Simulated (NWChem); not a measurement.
# NH (imidogen) at UBP86/jun-cc-pV(T+d)Z

What is the vertical ionisation energy of NH (imidogen) at UBP86/jun-cc-pV(T+d)Z? 

Program for the calculation: NWChem 7.3.0.

8 further runs of the same task are left out: 8 set aside as unsound or not needed.

### Step 1. The system as given

The species is NH (2 atoms), meant as a triplet with charge 0. SMILES: `[NH]`. Geometry: the measured bond length.

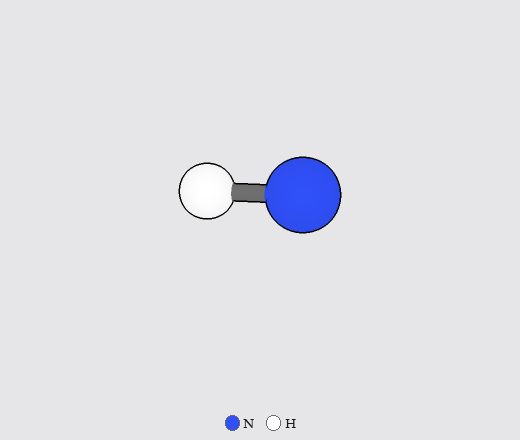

Viewed from a chosen angle; nitrogen blue, hydrogen white.

### Step 2. A single-point energy at UBP86/jun-cc-pV(T+d)Z

Contents of nw.nw:

```
start nw
memory total 2200 mb
charge 0

geometry noautosym nocenter noautoz
  N        0.000000       0.000000       0.000000
  H        0.000000       0.000000       1.036210
end

basis "ao basis" spherical bse
  * library "jun-cc-pV(T+d)Z"
end

dft
  xc becke88 perdew86
  mult 3
  grid fine
  convergence energy 1e-08
  maxiter 100
  mulliken
  print low
end

task dft energy
```

Command:

```console
$ nwchem nw.nw > nw.out
```

Log (excerpt; [...] marks lines left out):

```text
[...]
 d= 0,ls=0.0,diis     1    -55.2123819105 -5.88D+01  3.56D-03  9.44D-02     0.5
[...]
 d= 0,ls=0.0,diis     8    -55.2381561345 -1.51D-09  6.01D-08  7.15D-12     2.7
[...]
         Total DFT energy =      -55.238156134543
      One electron energy =      -81.609690981528
           Coulomb energy =       29.964904817268
    Exchange-Corr. energy =       -7.168167301903
 Nuclear repulsion energy =        3.574797331620
[...]
      Total Density - Mulliken Population Analysis
     ---------------------------------------------
    Atom       Charge   Shell Charges
 -----------   ------   -------------------------------------------------------
    1 N    7     7.16   1.95  0.26  1.01  0.65  0.03  0.90  1.45  0.84  0.05  0.00  0.01  0.00  0.00
    2 H    1     0.84   0.27  0.45  0.07  0.01  0.04  0.00
[...]
      <S2> =      2.0048 (Exact =     2.0000)
[...]
```

Run time: 3.3 s. Hardware: 1 thread of Intel Xeon Platinum 8375C at 2.90GHz (Ice Lake), shared host; peak memory 0.11 GiB.

### Step 3. The doublet cation

Contents of mol.nw:

```
start mol
memory stack 880 mb heap 220 mb global 1100 mb
charge 1
geometry units au noautosym nocenter noautoz
   N    0.00000000   0.00000000   0.00000000
   H    0.00000000   0.00000000   1.95815311
end
basis "ao basis" spherical bse
   * library "jun-cc-pV(T+d)Z"
end
dft
   xc becke88 perdew86
   mult 2
   grid fine
   convergence energy 1e-08
   iterations 100
   mulliken
   print low
end
task dft
```

Command:

```console
$ nwchem mol.nw > mol.out
```

Log (excerpt; [...] marks lines left out):

```text
[...]
 d= 0,ls=0.0,diis     1    -54.6970118000 -5.83D+01  3.81D-03  1.69D-01     0.5
[...]
 d= 0,ls=0.0,diis     7    -54.7298514829 -4.15D-09  1.61D-06  1.34D-10     2.3
[...]
         Total DFT energy =      -54.729851482862
      One electron energy =      -77.673387710904
           Coulomb energy =       26.152679635670
    Exchange-Corr. energy =       -6.783940477506
 Nuclear repulsion energy =        3.574797069878
[...]
      Total Density - Mulliken Population Analysis
     ---------------------------------------------
    Atom       Charge   Shell Charges
 -----------   ------   -------------------------------------------------------
    1 N    7     6.27   1.95  0.30  1.13  0.50 -0.01  0.79  1.20  0.40 -0.00  0.00  0.01  0.00 -0.00
    2 H    1     0.73   0.25  0.41  0.01  0.01  0.04  0.00
[...]
      <S2> =      0.7520 (Exact =     0.7500)
[...]
```

Run time: 2.9 s. Hardware: 1 thread of Intel Xeon Platinum 8375C at 2.90GHz (Ice Lake), shared host; peak memory 0.11 GiB.

### Step 4. Summary of results

Level: UBP86/jun-cc-pV(T+d)Z.

| quantity | value |
| --- | --- |
| triplet NH: total energy | -55.23816 Eh |
| triplet NH: ⟨S²⟩ | 2.005 |
| doublet cation: total energy | -54.72985 Eh |
| doublet cation: ⟨S²⟩ | 0.752 |
| vertical ionisation energy (to the doublet cation) | 13.832 eV |

**Reading.** Removing an electron at fixed nuclei costs 13.83 eV (1335 kJ/mol).
